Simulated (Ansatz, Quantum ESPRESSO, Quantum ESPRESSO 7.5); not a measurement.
**Mo2NOS MXene, 1 layer in an electric field**

How does Mo2NOS MXene, 1 layer respond to a gate-like field without added charge?

Method: plane-wave DFT, LDA, GBRV ultrasoft pseudopotentials (geometry and cross-check by Ansatz 0.2.0 with PAW datasets; geometry under PBE), in Quantum ESPRESSO 7.5.

## (1) Set-up

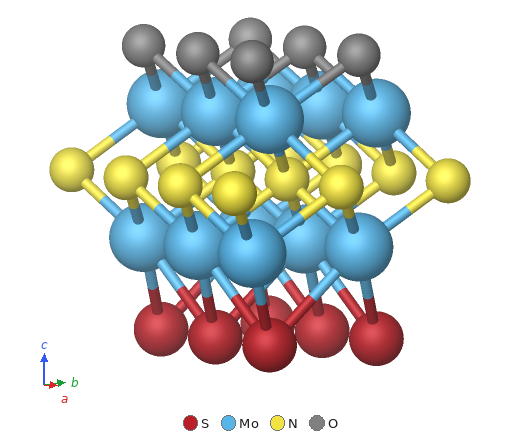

The starting structure, seen from the side, with the c axis up (sulfur red, molybdenum blue, nitrogen yellow, oxygen grey). 3×2×1 cells are drawn. Some periodic images of atoms are drawn too.

The cell holds 5 atoms: 1 S, 2 Mo, 1 N and 1 O. Cell: a = 2.953 Å, b = 2.953 Å, c = 22.201 Å, α = 90.0°, β = 90.0°, γ = 120.0°. It derives from Mo2NOS. Vacuum lies along c.

This run has no spin polarisation although its electron count is odd. A spin-polarised state was not tried and may lie lower.

## (2) Relaxation with Ansatz

The geometry comes first, from a plane-wave PAW code, so that the later runs on this slab share one structure.

Contents of input.yaml:

```yaml
crystal:
  lattice:
    - [2.953236, 0.0, 0.0]
    - [-1.476618, 2.5575773994, 0.0]
    - [0.0, 0.0, 22.2012251646]
  atoms:
    - { symbol: S, position: [0.3333333333, 0.6666666667, 0.3828617537] }
    - { symbol: Mo, position: [0.6666666667, 0.3333333333, 0.4612266818] }
    - { symbol: "N", position: [0.0, 0.0, 0.5137133458] }
    - { symbol: Mo, position: [0.3333333333, 0.6666666667, 0.5662000097] }
    - { symbol: O, position: [0.6666666667, 0.3333333333, 0.6171382463] }
kpoints:
  mp_grid: { grid: [12, 12, 1] }
hamiltonian:
  xc: pbe
scf:
  occupations: { method: fermi_dirac, width: 0.05 }
  convergence: { dr2_threshold: 1.0e-08 }
efield:
  axis: 3
  dipole_correction: true
  ramp_position: 0.97
  ramp_width: 0.04
relax:
  f_tol: 0.01
  cell: { fix: [c, alpha, beta] }
output:
  write_potential: true
  write_density: true
  volumetric_format: npy
```

The run is started by

```sh
$ ansatz run input.yaml --threads 4 --pin off --max-ram 8192MiB --backend cpu --events-out ev --progress --plain --runs-dir out
```

Numbers of over 12 decimals in the logs are rounded to 6 here.

The log of the run:

```text
Warning: relax.cell: scf.convergence.dr2_threshold = 1e-8 eV is looser than the 5e-10 eV advised for a relaxation that steers and ends on the stress (1e-10 eV for each atom of the cell: 5). What an SCF threshold leaves in a stress goes as its square root, and in the free energy as the threshold itself, and one threshold admits the most on a small cell: [figures from the program's tests cut] Set scf.convergence.dr2_threshold to 5e-10 eV or tighter. The threshold is an SCF's pass mark: one that does not reach it within its budget of iterations ends unconverged, or closes short of it on a stop that the run arms, and scf.convergence.dr2_threshold's page says what that costs each kind of run
Engine: ansatz 0.2.0, aarch64-unknown-linux-gnu
Pseudopotentials: kind: paw
Pseudopotential: S, paw, valence charge 6, recommended cutoff 420 eV (normal), S.paw.azcp
Pseudopotential: Mo, paw, valence charge 14, recommended cutoff 420 eV (normal), Mo.paw.azcp
Pseudopotential: N, paw, valence charge 5, recommended cutoff 420 eV (normal), N.paw.azcp
Pseudopotential: O, paw, valence charge 6, recommended cutoff 420 eV (normal), O.paw.azcp
Functional definition: PBE
  parameter kappa = 0.804
  parameter beta = 0.066725
  exchange = pbe_x(kappa = kappa, mu = beta*pi^2/3)
  correlation = pbe_c(beta = beta)
Crystal: 5 atoms, lattice volume = 167.689 Å³
Basis set: ecut = 420 eV, 3219 PW (Γ), exchange–correlation on 40×40×300 points (8 copies of the dense FFT grid, shifted against one another)
Bands: 28, of which v1, the nominal top of the filled ones, is band 23 counted from 1 (22 counted from 0)
Symmetry: 6 space group operations
Space group: P3m1 (ITA 156), of the structure as read, at distance tolerance 5.5e-5 Å
k-points: 19 of 144 (time reversal used)
Non-local potential: S, projectors of the file, l = 0: 2, l = 1: 2, l = 2: 2
Non-local potential: Mo, projectors of the file, l = 0: 3, l = 1: 2, l = 2: 2, l = 3: 1
Non-local potential: N, projectors of the file, l = 0: 2, l = 1: 2, l = 2: 1
Non-local potential: O, projectors of the file, l = 0: 2, l = 1: 2, l = 2: 1
PAW form: soft (Blöchl's): semilocal exchange-correlation on the pseudo side does not see the compensation charge
PAW one-centre angular grid: S, 110 points (default); XC on 64 Gauss nodes
PAW one-centre angular grid: Mo, 590 points (default); XC on 64 Gauss nodes
PAW one-centre angular grid: N, 110 points (default); XC on 64 Gauss nodes
PAW one-centre angular grid: O, 110 points (default); XC on 64 Gauss nodes
Initial density: superposition of atomic densities (neutral atoms: chi_scale 0, normalization atom), corrected by the library's trained network
Initial wavefunctions: pseudopotential atomic-orbital guess
Functional: x = pbe(κ = 0.804, μ = 0.219515), c = pbe(β = 0.066725)
SCF iter   1: F=—  HF=-11765.754038 eV  |F-HF|=—  |Δ(HF+E_count)|=         —  Δρ=8.29e-3  dr2=1.51e0  ethr=1.77e-3  p=-0.060 e·Å  D=-6.49e-2 V/Å  ΔV_dip=1.44 eV  dr2_dipole=4.21e-1  V_vac-E_F(+/−)=6.17/4.73 eV  ⟨swp⟩=11.2  Hψ=3489  notcnv=0
efield: sawtooth ramp at fractional position 0.9700 (set: `efield.ramp_position`, or a place that a band, a saddle search or an elastic batch's reference lends), width 0.0400; the density the first Hamiltonian is built on has a dipole p = -0.060 e·Å; the dipole correction subtracts the counter field D = -6.49e-2 V/Å, which shifts the + side's vacuum level by +1.44 eV against the − side's; the planar-averaged density in the ramp window peaks in size at 2.2e-5 e/Å³
preconditioner: auto → LDOS  [metal: Δε(μ)=0.052 eV  Ē_g=8.985 eV  σ=0.050 eV  W_gap=0.24  n_scr=14 (ndim 8)  ℏωp=15.4 eV  f_vac=0.633  D(μ)=4.00/eV (n_scr^D=14)  β→1.0]
SCF iter   2: F=—  HF=-11765.711642 eV  |F-HF|=—  |Δ(HF+E_count)|=   4.24e-2  Δρ=4.46e-3  dr2=1.08e-1  ethr=1.77e-3  p=-0.042 e·Å  D=-4.53e-2 V/Å  ΔV_dip=1.01 eV  dr2_dipole=8.72e-3  V_vac-E_F(+/−)=6.09/5.09 eV  ⟨swp⟩=2.0  Hψ=762  notcnv=0
SCF iter   3: F=—  HF=-11765.703967 eV  |F-HF|=—  |Δ(HF+E_count)|=   7.67e-3  Δρ=1.56e-3  dr2=3.40e-2  ethr=2.41e-4  p=-0.053 e·Å  D=-5.68e-2 V/Å  ΔV_dip=1.26 eV  dr2_dipole=1.00e-2  V_vac-E_F(+/−)=6.05/4.79 eV  ⟨swp⟩=2.8  Hψ=764  notcnv=0
SCF iter   4: F=—  HF=-11765.703149 eV  |F-HF|=—  |Δ(HF+E_count)|=   8.18e-4  Δρ=6.58e-4  dr2=4.97e-3  ethr=7.56e-5  p=-0.048 e·Å  D=-5.18e-2 V/Å  ΔV_dip=1.15 eV  dr2_dipole=1.06e-3  V_vac-E_F(+/−)=6.04/4.89 eV  ⟨swp⟩=1.5  Hψ=543  notcnv=0
SCF iter   5: F=—  HF=-11765.703116 eV  |F-HF|=—  |Δ(HF+E_count)|=   3.30e-5  Δρ=2.30e-4  dr2=5.03e-4  ethr=1.11e-5  p=-0.048 e·Å  D=-5.19e-2 V/Å  ΔV_dip=1.15 eV  dr2_dipole=7.61e-5  V_vac-E_F(+/−)=6.04/4.89 eV  ⟨swp⟩=1.0  Hψ=540  notcnv=0
SCF iter   6: F=—  HF=-11765.703149 eV  |F-HF|=—  |Δ(HF+E_count)|=   3.32e-5  Δρ=4.81e-5  dr2=4.89e-6  ethr=1.12e-6  p=-0.048 e·Å  D=-5.22e-2 V/Å  ΔV_dip=1.16 eV  dr2_dipole=1.47e-8  V_vac-E_F(+/−)=6.04/4.89 eV  ⟨swp⟩=2.0  Hψ=711  notcnv=0
SCF iter   7: F=—  HF=-11765.703144 eV  |F-HF|=—  |Δ(HF+E_count)|=   4.75e-6  Δρ=1.89e-5  dr2=1.13e-6  ethr=1.09e-8  p=-0.048 e·Å  D=-5.21e-2 V/Å  ΔV_dip=1.16 eV  dr2_dipole=4.85e-8  V_vac-E_F(+/−)=6.04/4.89 eV  ⟨swp⟩=3.0  Hψ=1203  notcnv=0
SCF iter   8: F=—  HF=-11765.703145 eV  |F-HF|=—  |Δ(HF+E_count)|=   3.63e-7  Δρ=5.47e-6  dr2=2.41e-7  ethr=2.52e-9  p=-0.048 e·Å  D=-5.22e-2 V/Å  ΔV_dip=1.16 eV  dr2_dipole=3.45e-8  V_vac-E_F(+/−)=6.04/4.89 eV  ⟨swp⟩=2.6  Hψ=949  notcnv=0
SCF iter   9: F=—  HF=-11765.703145 eV  |F-HF|=—  |Δ(HF+E_count)|=   4.80e-8  Δρ=3.23e-6  dr2=2.59e-8  ethr=5.35e-10  p=-0.048 e·Å  D=-5.22e-2 V/Å  ΔV_dip=1.16 eV  dr2_dipole=3.57e-10  V_vac-E_F(+/−)=6.04/4.89 eV  ⟨swp⟩=2.6  Hψ=1024  notcnv=0
SCF iter  10: F=-11765.703145 eV  HF=-11765.703145 eV  |F-HF|=8.04e-9  |Δ(HF+E_count)|=   3.82e-8  Δρ=5.93e-7  dr2=1.00e-9  ethr=2.22e-11  p=-0.048 e·Å  D=-5.22e-2 V/Å  ΔV_dip=1.16 eV  dr2_dipole=4.59e-11  V_vac-E_F(+/−)=6.04/4.89 eV  ⟨swp⟩=11.5  Hψ=4429  notcnv=0
SCF 1 converged in 10 iterations: F = -11765.703145 eV  dr2 = 1.00e-9
  greatest PAW one-centre occupation: 0.998 electrons in one spin orbital (limit 2), on the Mo atom at site 3 (counted from 0), in its partial waves of l = 0
relax step   1: F+E_penalty+E_count = -11765.70314470 eV  Δ(F+E_penalty+E_count) = +0.000e0 eV  max|allowed force component| = 3.469e0 eV/Å  Δτ_max = 0.0000 Å  P = +8.058 GPa  Ω = 167.689 Å³  fix = [c, alpha, beta]  reactions: c +5.744 GPa  (10 SCF iters, accepted)
Crystal: 5 atoms, lattice volume = 182.107 Å³
[...]
relax step   7: F+E_penalty+E_count = -11766.41787394 eV  Δ(F+E_penalty+E_count) = -1.242e-2 eV  max|allowed force component| = 2.522e-1 eV/Å  Δτ_max = 0.0518 Å  P = +0.079 GPa  Ω = 171.373 Å³  energy of the carried Pulay correction = -2.979e-3 eV  fix = [c, alpha, beta]  reactions: c +0.181 GPa  (8 SCF iters, accepted)
relax step   8: F+E_penalty+E_count = -11766.42037519 eV  Δ(F+E_penalty+E_count) = -2.501e-3 eV  max|allowed force component| = 2.193e-1 eV/Å  Δτ_max = 0.0285 Å  P = +0.355 GPa  Ω = 170.050 Å³  energy of the carried Pulay correction = -1.917e-3 eV  fix = [c, alpha, beta]  reactions: c +0.337 GPa  (7 SCF iters, accepted)
relax step   9: F+E_penalty+E_count = -11766.42198468 eV  Δ(F+E_penalty+E_count) = -1.609e-3 eV  max|allowed force component| = 1.819e-2 eV/Å  Δτ_max = 0.0105 Å  P = -0.106 GPa  Ω = 171.008 Å³  energy of the carried Pulay correction = -2.687e-3 eV  fix = [c, alpha, beta]  reactions: c -0.070 GPa  (8 SCF iters, accepted)
relax step  10: F+E_penalty+E_count = -11766.42235678 eV  Δ(F+E_penalty+E_count) = -3.721e-4 eV  max|allowed force component| = 1.343e-2 eV/Å  Δτ_max = 0.0020 Å  P = +0.018 GPa  Ω = 170.657 Å³  energy of the carried Pulay correction = -2.406e-3 eV  fix = [c, alpha, beta]  reactions: c -0.001 GPa  (6 SCF iters, accepted)
relax step  11: F+E_penalty+E_count = -11766.42232834 eV  Δ(F+E_penalty+E_count) = +2.845e-5 eV  max|allowed force component| = 1.586e-3 eV/Å  Δτ_max = 0.0005 Å  P = -0.006 GPa  Ω = 170.704 Å³  energy of the carried Pulay correction = -2.443e-3 eV  fix = [c, alpha, beta]  reactions: c -0.017 GPa  (5 SCF iters, accepted)
Initial wavefunctions: pseudopotential atomic-orbital guess (no wavefunctions were taken with the density)
iter 1 solved again at ethr=3.89e-7 eV; its pass at ethr=3.10e-3 eV (dr2=1.75e-4 eV) is discarded
SCF iter   1: F=—  HF=-11766.424640 eV  |F-HF|=—  |Δ(HF+E_count)|=         —  Δρ=9.68e-5  dr2=1.78e-6  ethr=3.89e-7  p=-0.048 e·Å  D=-5.13e-2 V/Å  ΔV_dip=1.14 eV  dr2_dipole=3.28e-8  V_vac-E_F(+/−)=6.24/5.10 eV  ⟨swp⟩=4.3  Hψ=4911  notcnv=0
efield: sawtooth ramp at fractional position 0.9700 (set: `efield.ramp_position`, or a place that a band, a saddle search or an elastic batch's reference lends), width 0.0400; the density the first Hamiltonian is built on has a dipole p = -0.048 e·Å; the dipole correction subtracts the counter field D = -5.13e-2 V/Å, which shifts the + side's vacuum level by +1.14 eV against the − side's; the planar-averaged density in the ramp window peaks in size at 4.2e-6 e/Å³
preconditioner: auto → LDOS  [metal: Δε(μ)=0.028 eV  Ē_g=8.447 eV  σ=0.050 eV  W_gap=0.14  n_scr=14 (ndim 8)  ℏωp=15.3 eV  f_vac=0.619  D(μ)=3.40/eV (n_scr^D=12)  β→1.0]
SCF iter   2: F=—  HF=-11766.425131 eV  |F-HF|=—  |Δ(HF+E_count)|=   4.91e-4  Δρ=2.61e-5  dr2=7.96e-7  ethr=3.95e-9  p=-0.048 e·Å  D=-5.13e-2 V/Å  ΔV_dip=1.14 eV  dr2_dipole=1.20e-8  V_vac-E_F(+/−)=6.24/5.10 eV  ⟨swp⟩=3.0  Hψ=1212  notcnv=0
SCF iter   3: F=—  HF=-11766.425129 eV  |F-HF|=—  |Δ(HF+E_count)|=   2.22e-6  Δρ=4.44e-6  dr2=2.37e-8  ethr=1.77e-9  p=-0.048 e·Å  D=-5.13e-2 V/Å  ΔV_dip=1.14 eV  dr2_dipole=2.81e-9  V_vac-E_F(+/−)=6.24/5.10 eV  ⟨swp⟩=2.0  Hψ=802  notcnv=0
SCF iter   4: F=-11766.425131 eV  HF=-11766.425131 eV  |F-HF|=1.26e-7  |Δ(HF+E_count)|=   2.20e-6  Δρ=1.84e-6  dr2=6.31e-9  ethr=2.22e-11  p=-0.048 e·Å  D=-5.13e-2 V/Å  ΔV_dip=1.14 eV  dr2_dipole=5.62e-10  V_vac-E_F(+/−)=6.24/5.10 eV  ⟨swp⟩=14.2  Hψ=4698  notcnv=0
SCF 12 converged in 4 iterations: F = -11766.425131 eV  dr2 = 6.31e-9
relax step  12: F+E_penalty+E_count = -11766.42513143 eV  Δ(F+E_penalty+E_count) = -2.803e-3 eV  max|allowed force component| = 1.451e-3 eV/Å  Δτ_max = 0.0000 Å  P = +0.021 GPa  Ω = 170.704 Å³  fix = [c, alpha, beta]  reactions: c -0.001 GPa  stress off target by 3.21e-2 GPa on what of the cell is left free  SCF on the basis re-selected at this cell (its energy is not comparable with the rows above)  (4 SCF iters)
basis re-selected at this cell: Δ(F+E_penalty+E_count) = -2.803e-3 eV, ΔP = +0.027 GPa vs the last step (what re-selecting the basis moved, of the pressure what is left beyond the Pulay correction that the steps carried, after the strain that the cell walked since its last selection, with what the two solves' SCF thresholds leave and, on support functions, any second-order correction that the steps lacked; it is no m [...]
WARN: The output density's exchange-correlation potential varies sharply where the density is thin. Do not read a vacuum level from v_tot or v_xc, or from such a field of the output density. On a cell that repeats whose density bears no net charge and no dipole along the vacuum's axis use v_es (v_loc + v_h of the components); under efield.dipole_correction with no amplitude use v_es + v_field, which holds any externa [...]
SCF converged after 4 iterations
Free energy (F): -11766.425131 eV
Harris-Foulkes:  -11766.425131 eV  (|F-HF|=1.26e-7)
Internal energy: -11766.398350 eV  (E = F + TS)
E sigma→0 (E₀):  -11766.411741 eV
Entropy (-TS):   -0.026781 eV (-5.356 meV/atom)
Fermi energy:    1.912105 eV
Dipole field:    D = -0.051279 V/Å  (p = -0.048375 e·Å, saw-weighted, corrected)
Work function:   Φ+ = 6.2382 eV   Φ− = 5.0997 eV
Levels:          The Fermi level and band energies are counted from a zero that moves with the ramp; work functions are not
--- Per-component energies (eV) ---
  E_band       = -789.892496
  E_kinetic    = 1295.202775
  E_local      = -46849.536427  (includes V_loc(G=0)·N_el)
  E_nonlocal   = 406.913037
  E_hartree    = 22709.204201
  E_xc         = -597.875356
  E_vxc        = -716.031294  (∫ρ·V_xc dr)
  E_paw        = -7286.922031  (= ΣΔE_a)
  E_vpaw       = -345.851330  (= ΣTr[D̂ρ^β])
  E_aug_tail   = 0.002596  (compensation charges beyond the density's cutoff)
  E_efield     = 0.001240  (sawtooth field / dipole correction)
  E_vefield    = 0.997146  (∫n·V_field dr)
  E_ewald      = 18556.611615
  E_smearing   = -0.026781  (= −TS)
  E_closure    = -0.000000  (closes the sum)
  Σ components = -11766.425131   (vs F -11766.425131, Δ=0.00e0)
--- Forces (eV/Å), atoms counted from 1 ---
  atom   1  S     -0.00000000    -0.00000000    -0.00063312
  atom   2  Mo     0.00000000     0.00000000     0.00144854
  atom   3  N      0.00000000    -0.00000000    -0.00024525
  atom   4  Mo    -0.00000000    -0.00000000    -0.00047938
  atom   5  O     -0.00000000    -0.00000000    -0.00010491
  max |Σ_I F_I| component: 1.41e-5 eV/Å
--- Stress (GPa, compression-positive) ---
        0.032073       0.000000      -0.000000
        0.000000       0.032073       0.000000
       -0.000000       0.000000      -0.001172
  P = ⅓ Tr σ = 0.0210 GPa (0.210 kbar)
--- Band table (eV; the first three rows and the last of 19) ---
  k-point 0: bands = [... 19 lower, 0.3202, 0.3202, 0.9916, 0.9916, 1.7568, 1.7568, 2.4548, 4.3781, ... 1 higher]
  k-point 1: bands = [... 19 lower, 0.0104, 0.3119, 1.2462, 1.3737, 1.6933, 1.8064, 2.5241, 4.1679, ... 1 higher]
  k-point 2: bands = [... 19 lower, -0.2096, 0.1746, 1.3387, 1.5259, 1.7693, 2.3466, 2.7445, 4.0875, ... 1 higher]
  k-point 18: bands = [... 19 lower, -2.0371, 1.5156, 2.0625, 2.3237, 2.7727, 2.7900, 3.2446, 4.6032, ... 1 higher]
--- Relaxed structure (11 steps of the walk, 11 accepted, 1 SCFs on fresh bases) ---
  F+E_penalty+E_count = -11766.42513143 eV   max|allowed force component| = 1.451e-3 eV/Å   (the final SCF, on the basis selected at the relaxed cell)
  cell:  # Å, volume = 170.7040 Å³
    - [2.979669, 9.78230410510673e-19, 0]
    - [-1.489835, 2.580469, 0]
    - [0, 0, 22.2012251646]
  atoms:
    - { symbol: S, position: [0.333333, 0.666667, 0.376056] }
    - { symbol: Mo, position: [0.666667, 0.333333, 0.449936] }
    - { symbol: N, position: [1.7054985852845558e-18, 0, 0.515757] }
    - { symbol: Mo, position: [0.333333, 0.666667, 0.574139] }
    - { symbol: O, position: [0.666667, 0.333333, 0.625252] }
```

It took 60 s on 4 threads of Arm Neoverse N1, shared host; peak memory 0.48 GiB; 3.8 min of CPU time.

Step by step:

| step | energy less that of the first step (eV) | largest force component (eV/Å) | pressure (GPa) | volume (Å³) |
| --- | --- | --- | --- | --- |
| 1 | 0.0000 | 3.4691 | 8.06 | 167.69 |
| 2 | -0.5693 | 0.9133 | -0.09 | 182.11 |
| 3 | -0.6066 | 0.6979 | -0.13 | 181.04 |
| 4 | -0.6394 | 1.5678 | 1.12 | 171.90 |
| 5 | -0.6935 | 0.3258 | -0.05 | 175.47 |
| 6 | -0.7023 | 0.2527 | 0.05 | 174.07 |
| 7 | -0.7147 | 0.2522 | 0.08 | 171.37 |
| 8 | -0.7172 | 0.2193 | 0.35 | 170.05 |
| 9 | -0.7188 | 0.0182 | -0.11 | 171.01 |
| 10 | -0.7192 | 0.0134 | 0.02 | 170.66 |
| 11 | -0.7192 | 0.0016 | -0.01 | 170.70 |
| 12* | -0.7220 | 0.0015 | 0.02 | 170.70 |

Relaxation steps marked * repeat the geometry before them on a plane-wave basis chosen anew for their cell, so energy and pressure can jump there.

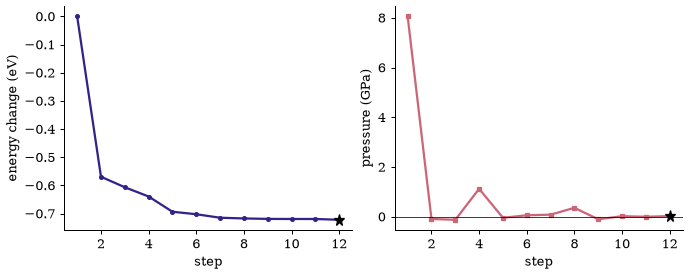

Energy and pressure along the relaxation. Stars mark steps on a basis chosen anew.

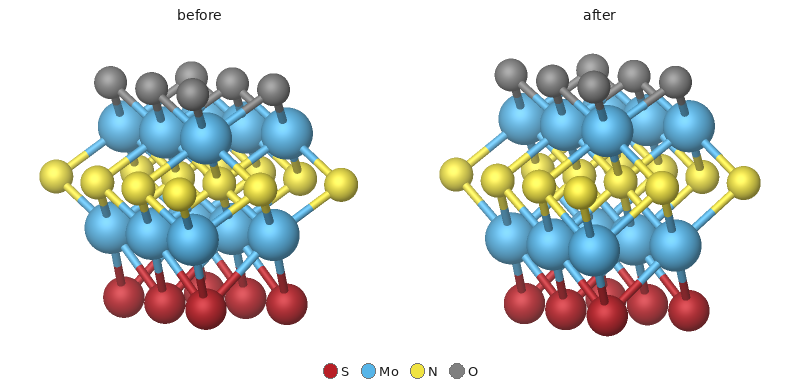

The structure before and after the relaxation, drawn at the same scale.

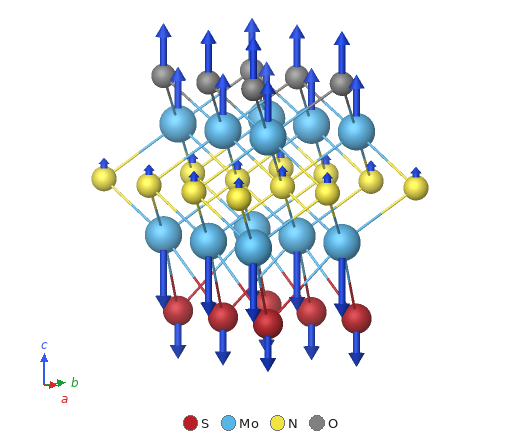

Displacements in the relaxation, exaggerated, measured against the changing cell; the longest in the cell stands for 0.25 Å. 3×2×1 cells are drawn. Some periodic images of atoms are drawn too.

| cell as run | before | after | change |
| --- | --- | --- | --- |
| a (Å) | 2.953 | 2.980 | +0.9 % |
| b (Å) | 2.953 | 2.980 | +0.9 % |

The atoms that moved most (Å, along periodic axes as changes of fractional coordinates times the final cell, across vacuum about the mean position):

| atom | dx | dy | dz | length |
| --- | --- | --- | --- | --- |
| Mo2 | 0.000 | 0.000 | -0.251 | 0.251 |
| O5 | 0.000 | 0.000 | 0.180 | 0.180 |
| Mo4 | 0.000 | 0.000 | 0.176 | 0.176 |
| S1 | 0.000 | 0.000 | -0.151 | 0.151 |
| N3 | 0.000 | 0.000 | 0.045 | 0.045 |

The relaxed structure:

```cif
data_structure
_symmetry_space_group_name_H-M 'P 1'
_symmetry_Int_Tables_number 1
_cell_length_a 2.9797
_cell_length_b 2.9797
_cell_length_c 22.2012
_cell_angle_alpha 90.000
_cell_angle_beta 90.000
_cell_angle_gamma 120.000
_cell_volume 170.70
loop_
_atom_site_label
_atom_site_type_symbol
_atom_site_fract_x
_atom_site_fract_y
_atom_site_fract_z
_atom_site_occupancy
S1 S 0.33333 0.66667 0.37606 1
Mo2 Mo 0.66667 0.33333 0.44994 1
N3 N 0.00000 0.00000 0.51576 1
Mo4 Mo 0.33333 0.66667 0.57414 1
O5 O 0.66667 0.33333 0.62525 1
```

Numbers from this step:

- free energy: -11766.4251 eV
- energy at zero smearing: -11766.4117 eV
- smearing term TS: 0.02678 eV
- Fermi energy: 1.912 eV
- symmetry operations: 6
- work function of the upper face: 6.238 eV
- work function of the lower face: 5.100 eV
- dipole along the normal: -0.04838 e·Å

(Continued in part 2 of 6.)

[Logs are printed without paths, hosts, clocks, repeated set-up lines and the standing remarks that a program may print on its own settings, such as how far it seeks lower states.]

[Hosts, paths, dates, database ids (printed as entryN), source tags and the programs' standing remarks are cut or masked in the printed files.]

[Maps of the electrostatic potential energy from Ansatz leave out the sawtooth potential of an applied field or a dipole correction, so their vacuum need not be flat; planar profiles and work functions include it.]
